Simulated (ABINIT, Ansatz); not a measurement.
## Quasiparticle gap of TePb (Fm-3m) in ABINIT

Aim: the G0W0 gap of TePb (Fm-3m) on PBE, step by step.

Method: PBE and many-body steps on it, plane waves, in ABINIT 10.8.3.

**Experimental background.**

- Gap 0.19 eV: direct gap at L; earlier experiment (Expt. column of Table 1); 4 K; bulk crystal (literature value) (quoted in “Electronic band structure of epitaxial PbTe (111) thin films observed by angle-resolved photoemission spectroscopy”, 2017, arxiv:1704.07516).

- Gap 0.32 eV: direct gap at L; earlier experiment (Expt. column of Table 1); 300 K; bulk crystal (literature value) (quoted in “Electronic band structure of epitaxial PbTe (111) thin films observed by angle-resolved photoemission spectroscopy”, 2017, arxiv:1704.07516).

- Gap 0.37 eV: thermally activated gap from Seebeck maximum; Seebeck coefficient maximum; bulk crystal (Bridgman-grown p-type crystal, maximum near 450-500 K) (“Site-Specific Contributions to the Band Inversion in a Topological Crystalline Insulator”, 2015, arxiv:1506.06328).

This is a report of a sequence of runs, with most program output left out.

### Step 1. Set-up

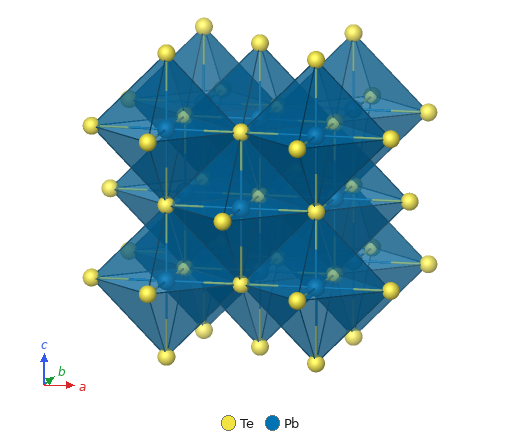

Start, viewed slightly off an axis; tellurium yellow, lead blue. This picture shows the conventional cell, with its axes. Some periodic images of atoms are drawn too.

The cell and positions come from the Crystallography Open Database and are kept as given unless a step says otherwise. Spin-orbit coupling is left out unless a step names it.

### Step 2. Ground state

This step: ABINIT 10.8.3; DFT, PBE, plane waves, norm-conserving pseudopotentials.

The ground-state density comes first.

Input file run.abi:

```
acell 3*1.0 Angstrom
rprim 
  -0.000000000000 3.231000000000 3.231000000000
  3.231000000000 0.000000000000 3.231000000000
  3.231000000000 3.231000000000 0.000000000000
ntypat 2
znucl 52 82
natom 2
typat 1 2
xred 
  0.500000000000 0.500000000000 0.500000000000
  0.000000000000 0.000000000000 0.000000000000
pp_dirpath "pseudos"
pseudos "Te.upf, Pb.upf"
ecut 39
ngkpt 6 6 6
nshiftk 1
shiftk 0 0 0
kptopt 1
chksymbreak 0
nband 28
occopt 1
tolvrs 1e-10
nstep 60
prtwf 0
optforces 0
optstress 0
indata_prefix "in"
outdata_prefix "out"
tmpdata_prefix "tmp"
```

Command:

```bash
$ OMP_NUM_THREADS=1 mpirun -n 8 abinit run.abi > log
```

The job ended after 14 s (8 MPI ranks of Intel Xeon Platinum 8488C (Sapphire Rapids), shared host; peak memory 0.77 GiB).

Numbers from this step:

| Item | Value |
| --- | --- |
| total energy | -13341.8235 eV |
| gap | 0.7388 eV |
| k of the valence top | 0.5, 0, 0 |
| k of the conduction bottom | 0.5, 0, 0 |
| least direct gap | 0.7388 eV |

The gap is direct, at (0.500, 0.000, 0.000).

### Step 3. Bands along the symmetry lines

The cheap functional maps the bands first; the places of the edges decide which points the dearer methods must see.

Input file run.abi:

```
acell 3*1.0 Angstrom
rprim 
  -0.000000000000 3.231000000000 3.231000000000
  3.231000000000 0.000000000000 3.231000000000
  3.231000000000 3.231000000000 0.000000000000
ntypat 2
znucl 52 82
natom 2
typat 1 2
xred 
  0.500000000000 0.500000000000 0.500000000000
  0.000000000000 0.000000000000 0.000000000000
pp_dirpath "pseudos"
pseudos "Te.upf, Pb.upf"
ecut 39
iscf -2
irdden 1
kptopt 0
nkpt 50
kpt 
  0.00000000 0.00000000 0.00000000
  0.06250000 0.00000000 0.06250000
  0.12500000 0.00000000 0.12500000
  0.18750000 0.00000000 0.18750000
  0.25000000 0.00000000 0.25000000
  0.31250000 0.00000000 0.31250000
  0.37500000 0.00000000 0.37500000
  0.43750000 0.00000000 0.43750000
  0.50000000 0.00000000 0.50000000
  0.51562500 0.03125000 0.51562500
  0.53125000 0.06250000 0.53125000
  0.54687500 0.09375000 0.54687500
  0.56250000 0.12500000 0.56250000
  0.57812500 0.15625000 0.57812500
  0.59375000 0.18750000 0.59375000
  0.60937500 0.21875000 0.60937500
  0.62500000 0.25000000 0.62500000
  0.37500000 0.37500000 0.75000000
  0.32812500 0.32812500 0.65625000
  0.28125000 0.28125000 0.56250000
  0.23437500 0.23437500 0.46875000
  0.18750000 0.18750000 0.37500000
  0.14062500 0.14062500 0.28125000
  0.09375000 0.09375000 0.18750000
  0.04687500 0.04687500 0.09375000
  0.00000000 0.00000000 0.00000000
  0.06250000 0.06250000 0.06250000
  0.12500000 0.12500000 0.12500000
  0.18750000 0.18750000 0.18750000
  0.25000000 0.25000000 0.25000000
  0.31250000 0.31250000 0.31250000
  0.37500000 0.37500000 0.37500000
  0.43750000 0.43750000 0.43750000
  0.50000000 0.50000000 0.50000000
  0.50000000 0.46875000 0.53125000
  0.50000000 0.43750000 0.56250000
  0.50000000 0.40625000 0.59375000
  0.50000000 0.37500000 0.62500000
  0.50000000 0.34375000 0.65625000
  0.50000000 0.31250000 0.68750000
  0.50000000 0.28125000 0.71875000
  0.50000000 0.25000000 0.75000000
  0.50000000 0.21875000 0.71875000
  0.50000000 0.18750000 0.68750000
  0.50000000 0.15625000 0.65625000
  0.50000000 0.12500000 0.62500000
  0.50000000 0.09375000 0.59375000
  0.50000000 0.06250000 0.56250000
  0.50000000 0.03125000 0.53125000
  0.50000000 0.00000000 0.50000000
istwfk *1
nband 30
nbdbuf 2
tolwfr 1e-08
nstep 40
prtwf 0
prtvol 0
indata_prefix "in"
outdata_prefix "out"
tmpdata_prefix "tmp"
```

Wall time 22 s (8 MPI ranks); peak memory 0.72 GiB; 3 min of CPU time.

Numbers from this step:

| Property | Result |
| --- | --- |
| gap | 0.7388 eV |
| k of the valence top | 0.5, 0.5, 0.5 |
| k of the conduction bottom | 0.5, 0.5, 0.5 |
| least direct gap | 0.7388 eV |

The gap is 0.739 eV, as in the run before at this level.

The electronic bands at the labelled points (eV, zero at the top of the highest filled band):

```
    point  band 20  band 21  band 22  band 23  band 24  band 25  band 26  band 27
        Γ    -5.60    -1.35    -1.35    -1.35     4.08     4.08     4.08     5.83
        X    -7.29    -4.49    -2.80    -2.80     3.31     5.47     5.47     6.70
        U    -7.96    -4.11    -2.30    -2.08     3.58     3.79     5.14     5.94
jump to K    -7.96    -4.11    -2.30    -2.08     3.58     3.79     5.14     5.94
        Γ    -5.60    -1.35    -1.35    -1.35     4.08     4.08     4.08     5.83
        L    -8.58    -0.89    -0.89     0.00     0.74     1.28     1.28     8.39
        W    -7.98    -3.78    -3.78    -0.36     1.68     5.23     5.23     6.86
        X    -7.29    -4.49    -2.80    -2.80     3.31     5.47     5.47     6.70
```

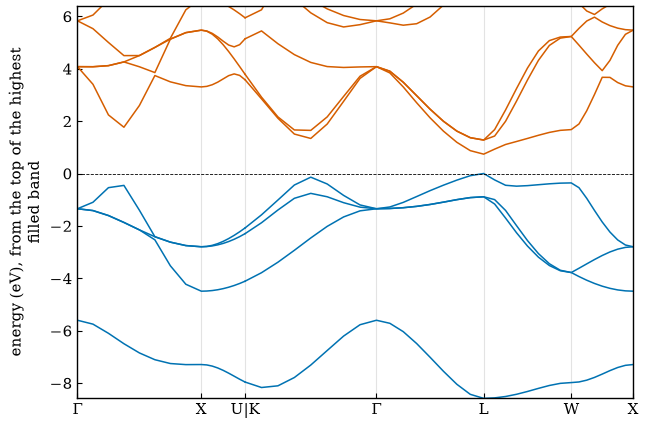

Electronic bands along the path; lines of filled and empty bands in two colours.

### Step 4. Empty states on the mesh, 4×4×4 mesh, 213 bands

The sums over transitions need many empty states on a uniform mesh; this step solves for them.

Input file run.abi:

```
acell 3*1.0 Angstrom
rprim 
  -0.000000000000 3.231000000000 3.231000000000
  3.231000000000 0.000000000000 3.231000000000
  3.231000000000 3.231000000000 0.000000000000
ntypat 2
znucl 52 82
natom 2
typat 1 2
xred 
  0.500000000000 0.500000000000 0.500000000000
  0.000000000000 0.000000000000 0.000000000000
pp_dirpath "pseudos"
pseudos "Te.upf, Pb.upf"
ecut 39
ngkpt 4 4 4
nshiftk 1
shiftk 0 0 0
kptopt 1
chksymbreak 0
irdden 1
istwfk *1
nband 213
prtvol 0
optdriver 6
gwr_task "HDIAGO"
paral_kgb 0
occopt 1
indata_prefix "in"
outdata_prefix "out"
tmpdata_prefix "tmp"
```

It took 85 s on 8 MPI ranks; peak memory 12 GiB.

This step gave:

* gap: 0.7389 eV
* k of the valence top: 0.5, 0, 0
* k of the conduction bottom: 0.5, 0, 0
* least direct gap: 0.7389 eV
* k points computed: 8
* lowest point of the top converged band, above the valence top: 100.0865 eV

On this mesh the gap is 0.739 eV.

### Step 5. Screening, 4×4×4 mesh, 205 bands, screening to 179.6 eV

The RPA dielectric matrix is built and inverted for each q.

This step: RPA screening on PBE, plane waves, norm-conserving pseudopotentials.

Edit run.abi of step 4 so:

```diff
@@ -20,10 +20,11 @@
 chksymbreak 0
-irdden 1
 istwfk *1
-nband 213
-prtvol 0
-optdriver 6
-gwr_task "HDIAGO"
-paral_kgb 0
 occopt 1
+irdwfk 1
+optdriver 3
+nband 205
+ecuteps 6.6
+inclvkb 2
+awtr 1
+symchi 1
 indata_prefix "in"
```

It took 92 s on 8 MPI ranks; peak memory 3.4 GiB.

This step gave:

```
ε∞ with local fields, on this mesh, along the program's q direction : 38.56
the same without local fields                                       : 41.24
plasma frequency                                                    : 30.66 eV
plane waves in the screening matrix                                 : 339
```

Local fields lower ε∞ by 7 %.

### Step 6. Self-energy, 4×4×4 mesh, 205 bands, screening to 179.6 eV

The self-energy is evaluated for the states that the input lists, and the levels follow from it, in one-shot runs by the linearised quasiparticle equation.

This step: G0W0 on PBE, plane waves, norm-conserving pseudopotentials.

Edit run.abi of step 5 so:

```diff
@@ -23,8 +23,17 @@
 irdwfk 1
-optdriver 3
+optdriver 4
 nband 205
+gwcalctyp 0
+ecutsigx 39
+symsigma 1
+nkptgw 2
+kptgw 
+  0.5000000000 0.0000000000 0.0000000000
+  0.0000000000 0.0000000000 0.0000000000
+bdgw 
+  21 26
+  21 26
 ecuteps 6.6
-inclvkb 2
-awtr 1
-symchi 1
+irdscr 1
+ppmodel 1
 indata_prefix "in"
```

It took 20 s on 8 MPI ranks; peak memory 2.8 GiB; 2.6 min of CPU time.

This step gave:

| Quantity | Value |
| --- | --- |
| G0W0 gap on the points computed | 0.9070 eV |
| starting gap on the mesh | 0.7389 eV |
| k of the valence top | 0.5, 0, 0 |
| k of the conduction bottom | 0.5, 0, 0 |
| Z at the valence top | 0.799 |
| Z at the conduction bottom | 0.808 |
| least direct G0W0 gap on the computed points | 0.9070 eV |

The gap on the mesh goes from 0.74 eV to 0.91 eV, a correction of +0.17 eV.

Limits: finite bands, cutoff and mesh; model gap, bands may invert with spin-orbit coupling; no spin-orbit coupling; coarse k mesh. v1 is the top filled band, c1 the lowest empty one. The levels before and after the correction (eV, zero at the valence-band top of each column):

```
           conduction bottom  valence top
Kohn-Sham               0.74         0.00
     G0W0               0.91         0.00
```

```
                     level  energy (eV)
Kohn-Sham  (0.5 0 0) v3-v2       -0.889
Kohn-Sham     (0.5 0 0) v1        0.000
Kohn-Sham     (0.5 0 0) c1        0.739
Kohn-Sham  (0.5 0 0) c2-c3        1.278
     G0W0  (0.5 0 0) v3-v2       -1.055
     G0W0     (0.5 0 0) v1        0.000
     G0W0     (0.5 0 0) c1        0.907
     G0W0  (0.5 0 0) c2-c3        1.448
```

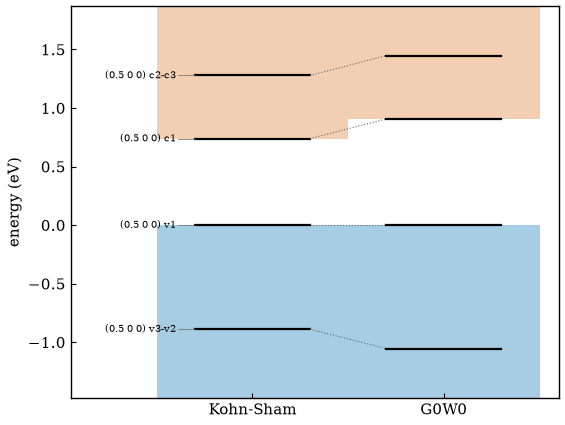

Levels before and after the correction. Shaded: valence and conduction bands.

### Step 7. Where the time went

Times are wall times on 8 MPI ranks of Intel Xeon Platinum 8488C (Sapphire Rapids), shared host, good to a factor of about two.

```
                          step  time  share  memory (GiB)
                  ground state  14 s    6 %          0.77
bands along the symmetry lines  22 s   10 %          0.72
      empty states on the mesh  85 s   36 %            12
                     screening  92 s   40 %           3.4
                   self-energy  20 s    8 %           2.8
```

### Step 8. Results

- PBE gap: 0.74 eV, direct
- G0W0 gap on the mesh: 0.91 eV
- GW settings: 4×4×4 mesh, 205 bands, screening to 179.6 eV, Godby-Needs plasmon pole
- known limits: not at the basis limit; model gap, bands may invert with spin-orbit coupling; mesh may overstate the screening; no spin-orbit coupling; coarse k mesh

**Reading.** G0W0 moves the gap on the mesh from 0.74 eV to 0.91 eV (+0.17 eV), with Z of 0.80 and 0.81 at the edges. Local fields lower the RPA ε∞ on this mesh from 41.24 to 38.56. Only 2 of the mesh's irreducible points were corrected, so a valley elsewhere could overtake. Against experiment, by G0W0@PBE: the direct gap of 0.91 eV lies +0.72 eV from the measured 0.19 eV (direct, 4 K, quoted 2017); the direct gap of 0.91 eV lies +0.59 eV from the measured 0.32 eV (direct, 300 K, quoted 2017); the gap of 0.91 eV lies +0.54 eV from the measured 0.37 eV (transport, 2015). An exciton line or allowed optical edge lies below the quasiparticle gap by the binding energy; a forbidden edge can push the onset above it. The calculation has static nuclei and no excitons; a measured gap holds zero-point and thermal motion, which in such lone-pair compounds can raise it as well as lower it. With atoms this heavy the missing spin-orbit coupling can matter too. Bands and cutoff are finite, so the gap is not at the basis limit. The miss can reach some tenths of an eV and take either sign; the mesh is an error of its own. In the G0W0 run levels were corrected at 2 k points alone, so a gap called «on the mesh» is the least over those, and an edge elsewhere would be missed. The 4×4×4 mesh is coarse for this cell, which bears on the long-range parts of exchange and screening. Where an edge is built on 6p states of lead, bismuth or thallium, scalar-relativistic gaps usually stand too wide, by a few tenths to over one eV. With atoms this heavy and so narrow a gap, spin-orbit coupling can invert the bands. These scalar-relativistic gaps are then model values, not to be set against experiment, and a spin-orbit change taken from DFT can't simply be added. The RPA ε∞ on this mesh reaches over 25; with a narrow direct gap a coarse mesh can overstate it, and the correction is then too small.

[Paths, hosts, dates, memory and timing lines, banners, echoed tables and standing remarks are left out of the program output.]

[Logs are printed without paths, hosts, clocks, repeated set-up lines and the standing remarks that a program may print on its own settings, such as how far it seeks lower states.]

[Runs of the session that timed out or met a known fault of the program may be left out.]

[Hosts, paths, dates, database ids (printed as entryN), source tags and the programs' standing remarks are cut or masked in the printed files.]

[G0W0 gaps are taken among the corrected bands and points alone; a level outside them can change the order at an edge.]

[Where Ansatz stands beside ABINIT at settings called matched, ABINIT's density can come from a denser mesh and the files from another edition; pairs whose starting gaps differed by over 0.03 eV were left out, so agreement reads better than it is.]
